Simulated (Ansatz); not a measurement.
```yaml
atoms:
  - { symbol: C, position_ang: [-0.1410, 0.9262, -0.8475] }
  - { symbol: N, position_ang: [-0.2180, -1.5938, 1.0562] }
  - { symbol: Si, position_ang: [0.4852, -0.1038, 0.6902] }
  - { symbol: H, position_ang: [-1.1910, 1.2611, -0.7045] }
  - { symbol: H, position_ang: [-0.1104, 0.3141, -1.7736] }
  - { symbol: H, position_ang: [0.4871, 1.8329, -1.0065] }
  - { symbol: H, position_ang: [0.5223, 1.0283, 1.7553] }
  - { symbol: H, position_ang: [1.9648, -0.2950, 0.3596] }
  - { symbol: H, position_ang: [-1.1687, -1.5483, 1.4495] }
```

Geometry: BLYP-D3(BJ)/def2-SVPD.

These are results of Ansatz, isolated molecule in a Gaussian basis; Kohn-Sham density functional theory, functional PBE0, not measurements.

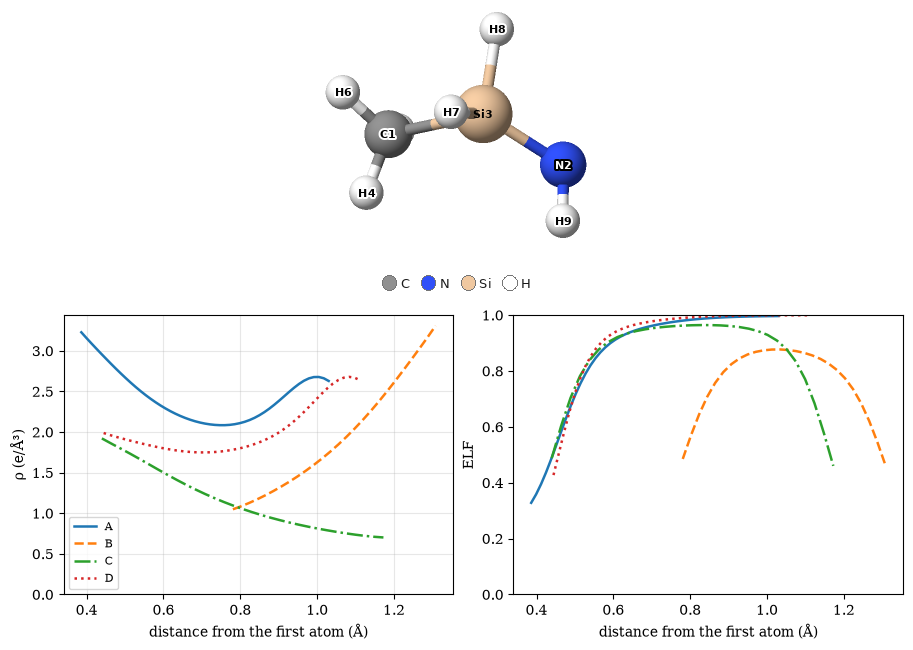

CH6NSi (SMILES C[SiH2][NH-]) (charge −1). Total electron density and ELF along straight lines between neighbouring atoms. The curves leave out the atomic cores. The structure is drawn too.

### Which curve belongs to which contact (C–H, C–Si, N–H and Si–N)? The first atom named is at distance zero.

Curve A: N–H (1.03 Å): ρ is about 2.6 e/Å³ halfway; the ELF climbs to about 1 towards the hydrogen, as it does in any bond to H (a covalent bond by its length). Curve B: Si–N (1.69 Å): ρ is about 1.2 e/Å³ halfway; the ELF peaks at about 0.90 between the atoms (a shared but strongly polarised pair). Curve C: C–Si (1.95 Å): ρ is about 0.83 e/Å³ halfway; the ELF peaks at about 0.95 between the atoms; a shared electron pair. Curve D: C–H (1.11 Å): ρ is about 1.8 e/Å³ halfway; the ELF climbs to about 1 towards the hydrogen; an ordinary covalent bond to hydrogen.
